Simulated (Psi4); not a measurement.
# CH4InO (SMILES C[O][InH]) at UPBE0/def2-SVPD (core potential)

What is the vertical electron affinity of CH4InO at UPBE0/def2-SVPD (core potential)? The job is set up through a QCSchema input.

Program for the calculation: Psi4 1.11.

2 further runs of the same task are left out: 2 that didn't finish.

### Step 1. Starting point

CH4InO has 7 atoms, charge 0, and is taken as a doublet. SMILES: `C[O][InH]`. The coordinates come from a PBE0-D4/def2-TZVP relaxation. This is one conformer, not always the lowest.

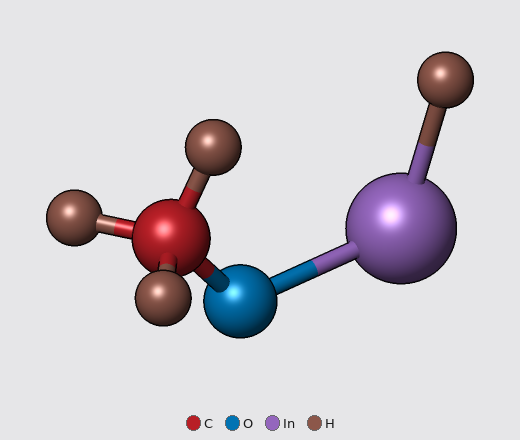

The structure, seen from a chosen angle (carbon red, oxygen blue, indium purple, hydrogen brown).

### Step 2. The energy at UPBE0/def2-SVPD (core potential)

job.json reads:

```json
{
  "schema_name": "qcschema_input",
  "schema_version": 1,
  "molecule": {
    "schema_name": "qcschema_molecule",
    "schema_version": 2,
    "symbols": ["C", "O", "In", "H", "H", "H", "H"],
    "geometry": [-1.19147232, 1.18221266, -0.33429255, -1.42126302, -1.20224376, 0.79009449, 1.5807559, -3.45234066, 1.30126541, -2.36026793, 1.290305, -2.04506161, 0.75570148, 1.66919509, -0.89043895, -1.84304989, 2.66092336, 0.96678389, 4.47940681, -2.14786271, 0.21164933],
    "molecular_charge": 0,
    "molecular_multiplicity": 2,
    "fix_symmetry": "c1"
  },
  "driver": "energy",
  "model": {
    "method": "pbe0",
    "basis": "def2-SVPD"
  },
  "keywords": {
    "reference": "uks",
    "puream": true,
    "e_convergence": 1e-09,
    "d_convergence": 1e-08,
    "scf_type": "pk",
    "dft_radial_points": 99,
    "dft_spherical_points": 590,
    "maxiter": 200,
    "scf_properties": ["MAYER_INDICES", "LOWDIN_CHARGES", "MULLIKEN_CHARGES"]
  }
}
```

The run is started by

```console
$ psi4 --qcschema job.json -n 1 --memory 1600MB
```

stdout (excerpt; [...] marks lines left out):

```text
[...]
    !!!  WARNING: ECP capability is in beta. Please check occupations closely.  !!!
[...]
  Running in c1 symmetry.
[...]
  Nuclear repulsion =  119.166811871690882
[...]
  Multiplicity = 2
[...]
  Nalpha       = 20
  Nbeta        = 19
[...]
    Number of basis functions: 107
[...]
   @UKS iter   1:  -305.24823486782026   -7.98954e-01   8.00715e-03 DIIS/ADIIS
[...]
   @UKS iter  14:  -305.61141762668899   -1.13687e-12   2.98668e-09 DIIS
[...]
   @S^2 Observed:                7.559903830E-01
[...]
    Orbital Energies [Eh]
    ---------------------
    Alpha Occupied:
       1A    -19.188140     2A    -10.263032     3A     -4.721614
       4A     -3.120896     5A     -3.114874     6A     -3.111230
       7A     -0.984783     8A     -0.792628     9A     -0.788802
      10A     -0.786215    11A     -0.785932    12A     -0.784066
      13A     -0.656172    14A     -0.475588    15A     -0.438337
      16A     -0.428402    17A     -0.384843    18A     -0.284297
      19A     -0.269364    20A     -0.225423
    Alpha Virtual:
      21A     -0.063402    22A      0.001945    23A      0.013574
      24A      0.036218    25A      0.060924    26A      0.063814
[...]
  @UKS Final Energy:  -305.61141762668899
   => Energetics <=
    Nuclear Repulsion Energy =            119.1668118716908822
    One-Electron Energy =                -729.4263392721370565
    Two-Electron Energy =                 329.0697484233115233
    DFT Exchange-Correlation Energy =     -24.4216386495544029
    Empirical Dispersion Energy =           0.0000000000000000
    VV10 Nonlocal Energy =                  0.0000000000000000
    Total Energy =                       -305.6114176266889899
[...]
 Multipole Moments:
 ------------------------------------------------------------------------------------
     Multipole            Electronic (a.u.)      Nuclear  (a.u.)        Total (a.u.)
 ------------------------------------------------------------------------------------
 L = 1.  Multiply by 2.5417464519 to convert [e a0] to [Debye]
 Dipole X            :         23.5046330          -22.9499560            0.5546770
 Dipole Y            :        -34.4102758           34.1520787           -0.2581972
 Dipole Z            :         11.6454642          -11.6226387            0.0228255
 Magnitude           :                                                    0.6122527
[...]
  Mulliken Charges: (a.u.)
   Center  Symbol    Alpha    Beta     Spin     Total
       1     C     2.74558  2.73445  0.01113  0.51997
       2     O     4.41954  4.42884 -0.00931 -0.84838
       3    IN    10.61460  9.89839  0.71621  0.48701
       4     H     0.52209  0.52108  0.00101 -0.04318
       5     H     0.53229  0.53432 -0.00203 -0.06661
       6     H     0.52215  0.52116  0.00099 -0.04331
       7     H     0.64375  0.36175  0.28199 -0.00550
   Total alpha = 20.00000, Total beta = 19.00000, Total charge = -0.00000
  Lowdin Charges: (a.u.)
[...]
```

The result, in JSON:

```text
{
 "driver": "energy",
 "model": {
  "method": "pbe0",
  "basis": "def2-SVPD"
 },
 "success": true,
 "return_result": -305.611417626689,
 "properties": {
  "calcinfo_nbasis": 107,
  "calcinfo_nmo": 107,
  "calcinfo_nalpha": 20,
  "calcinfo_nbeta": 19,
  "calcinfo_natom": 7,
  "nuclear_repulsion_energy": 119.16681187169088,
  "return_energy": -305.611417626689,
  "scf_one_electron_energy": -729.426339272137,
  "scf_two_electron_energy": 329.0697484233115,
  "scf_xc_energy": -24.421638649554403,
  "scf_dipole_moment": [0.5546769874930142, -0.2581971519849162, 0.02282554298713535],
  "scf_total_energy": -305.611417626689,
  "scf_iterations": 14
 }
}
```

Run time: 1.9 min. Hardware: 1 thread of Intel Xeon at 2.50GHz (Skylake/Cascade Lake), shared host; peak memory 0.62 GiB.

### Step 3. The singlet anion: energy and forces at PBE0/def2-SVPD (core potential)

ch4ino.json reads:

```json
{
 "schema_name": "qcschema_input",
 "schema_version": 1,
 "molecule": {
  "schema_name": "qcschema_molecule",
  "schema_version": 2,
  "symbols": ["C", "O", "In", "H", "H", "H", "H"],
  "geometry": [-1.19147232, 1.18221266, -0.33429255, -1.42126302, -1.20224376, 0.79009449, 1.5807559, -3.45234066, 1.30126541, -2.36026793, 1.290305, -2.04506161, 0.75570148, 1.66919509, -0.89043895, -1.84304989, 2.66092336, 0.96678389, 4.47940681, -2.14786271, 0.21164933],
  "molecular_charge": -1,
  "molecular_multiplicity": 1,
  "fix_symmetry": "c1",
  "fix_com": true,
  "fix_orientation": true
 },
 "driver": "gradient",
 "model": {
  "method": "pbe0",
  "basis": "def2-SVPD"
 },
 "keywords": {
  "reference": "rks",
  "puream": true,
  "e_convergence": 1e-09,
  "d_convergence": 1e-08,
  "scf_type": "pk",
  "dft_radial_points": 99,
  "dft_spherical_points": 590
 }
}
```

The run is started by

```console
$ psi4 --qcschema ch4ino.json -n 1 --memory 1600MB
```

stdout (excerpt; [...] marks lines left out):

```text
[...]
    !!!  WARNING: ECP capability is in beta. Please check occupations closely.  !!!
[...]
  Running in c1 symmetry.
[...]
  Nuclear repulsion =  119.166811871690882
[...]
  Multiplicity = 1
[...]
  Nalpha       = 20
  Nbeta        = 20
[...]
    Number of basis functions: 107
[...]
   @RKS iter   1:  -305.18231355029633   -6.90435e-01   8.61840e-03 DIIS/ADIIS
[...]
   @RKS iter  13:  -305.66057134569093   -2.61480e-12   1.87864e-09 DIIS
[...]
  @RKS Final Energy:  -305.66057134569093
   => Energetics <=
    Nuclear Repulsion Energy =            119.1668118716908822
    One-Electron Energy =                -737.4306814144097189
    Two-Electron Energy =                 337.1832109287935282
    DFT Exchange-Correlation Energy =     -24.5799127317656350
    Empirical Dispersion Energy =           0.0000000000000000
    VV10 Nonlocal Energy =                  0.0000000000000000
    Total Energy =                       -305.6605713456909257
[...]
 Multipole Moments:
 ------------------------------------------------------------------------------------
     Multipole            Electronic (a.u.)      Nuclear  (a.u.)        Total (a.u.)
 ------------------------------------------------------------------------------------
 L = 1.  Multiply by 2.5417464519 to convert [e a0] to [Debye]
 Dipole X            :        -16.6566620           15.7087263           -0.9479357
 Dipole Y            :         74.9437456          -71.5512672            3.3924784
 Dipole Z            :        -31.2666198           29.8845069           -1.3821129
 Magnitude           :                                                    3.7838773
[...]
  -Total Gradient:
     Atom            X                  Y                   Z
    ------   -----------------  -----------------  -----------------
       1        0.005024342144     0.016900212102    -0.008489756633
       2        0.015686689218    -0.037933048722     0.014579164730
       3       -0.010987129033     0.053351078466    -0.022411384612
       4        0.004772422935    -0.003734516709     0.007425081606
       5       -0.005315327340    -0.000849777671     0.001291656368
       6        0.002962240773    -0.008577811711    -0.003193034832
       7       -0.012130628014    -0.019161124537     0.010798403301
[...]
```

The result, in JSON:

```text
{
 "driver": "gradient",
 "model": {
  "method": "pbe0",
  "basis": "def2-SVPD"
 },
 "success": true,
 "return_result": [0.0050243421437499765, 0.01690021210154184, -0.008489756633496822, 0.015686689218055366, -0.03793304872210443, 0.01457916473012176, -0.010987129033288301, 0.05335107846587931, -0.02241138461153682, 0.004772422935054921, -0.003734516708554121, 0.007425081606052986, -0.005315327340143172, -0.000849777670699714, 0.0012916563680703125, 0.0029622407728297495, -0.008577811711451194, -0.0031930348324783475, -0.012130628013887049, -0.01916112453667732, 0.01079840330059486],
 "properties": {
  "calcinfo_nbasis": 107,
  "calcinfo_nmo": 107,
  "calcinfo_nalpha": 20,
  "calcinfo_nbeta": 20,
  "calcinfo_natom": 7,
  "nuclear_repulsion_energy": 119.16681187169088,
  "return_energy": -305.6605713456909,
  "return_gradient": [0.0050243421437499765, 0.01690021210154184, -0.008489756633496822, 0.015686689218055366, -0.03793304872210443, 0.01457916473012176, -0.010987129033288301, 0.05335107846587931, -0.02241138461153682, 0.004772422935054921, -0.003734516708554121, 0.007425081606052986, -0.005315327340143172, -0.000849777670699714, 0.0012916563680703125, 0.0029622407728297495, -0.008577811711451194, -0.0031930348324783475, -0.012130628013887049, -0.01916112453667732, 0.01079840330059486],
  "scf_one_electron_energy": -737.4306814144097,
  "scf_two_electron_energy": 337.1832109287935,
  "scf_xc_energy": -24.579912731765635,
  "scf_dipole_moment": [-0.9479356966905055, 3.3924783835488626, -1.3821128893141896],
  "scf_total_energy": -305.6605713456909,
  "scf_total_gradient": [0.0050243421437499765, 0.01690021210154184, -0.008489756633496822, 0.015686689218055366, -0.03793304872210443, 0.01457916473012176, -0.010987129033288301, 0.05335107846587931, -0.02241138461153682, 0.004772422935054921, -0.003734516708554121, 0.007425081606052986, -0.005315327340143172, -0.000849777670699714, 0.0012916563680703125, 0.0029622407728297495, -0.008577811711451194, -0.0031930348324783475, -0.012130628013887049, -0.01916112453667732, 0.01079840330059486],
  "scf_iterations": 13
 }
}
```

It took 96 s on 1 thread of Intel Xeon at 2.50GHz (Skylake/Cascade Lake), shared host; peak memory 0.62 GiB.

### Step 4. Results

At UPBE0/def2-SVPD (core potential):

| quantity | value |
| --- | --- |
| doublet CH4InO: total energy | -305.61142 Eh |
| doublet CH4InO: dipole moment | 1.56 D |
| doublet CH4InO: HOMO energy (highest over α and β) | -6.13 eV |
| doublet CH4InO: LUMO energy (lowest over α and β) | -3.16 eV |
| doublet CH4InO: ⟨S²⟩ | 0.756 |
| singlet anion: total energy | -305.66057 Eh |
| singlet anion: HOMO energy | 0.44 eV |
| singlet anion: LUMO energy | 3.50 eV |
| singlet anion: HOMO–LUMO gap (to an unbound level, set by the basis) | 3.06 eV |
| singlet anion: largest force on an atom | 3.029 eV/Å |
| vertical electron affinity (to the singlet anion) | 1.338 eV |

**Reading.** At fixed nuclei the extra electron is bound by 1.34 eV (31 kcal/mol). Mulliken charges (doublet CH4InO) run from -0.85 on O2 to +0.52 on C1; in a basis this large or diffuse they mean little. The HOMO (singlet anion) lies at positive energy, 0.44 eV; only total energies tell whether the electron is bound.
